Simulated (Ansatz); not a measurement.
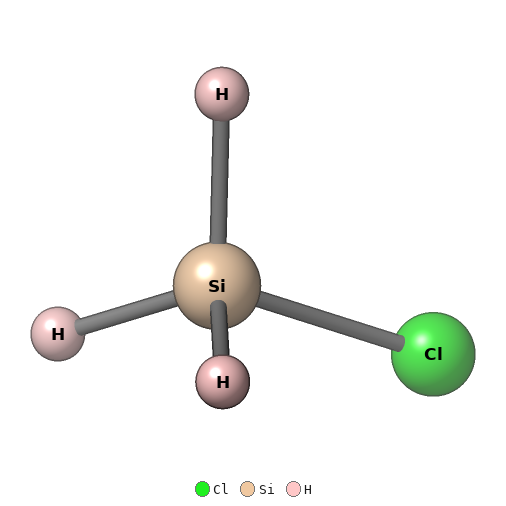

Atoms fade into the background with distance from the viewer. The computed structure is the end point of a PBE0-D4/def2-TZVP optimisation.

List the symmetry elements and name the point group.

Answer. It has 1 C3 axis and 3 mirror planes, so the point group is C3v. The group has 6 operations. The geometry is achiral, and symmetry allows a dipole moment.
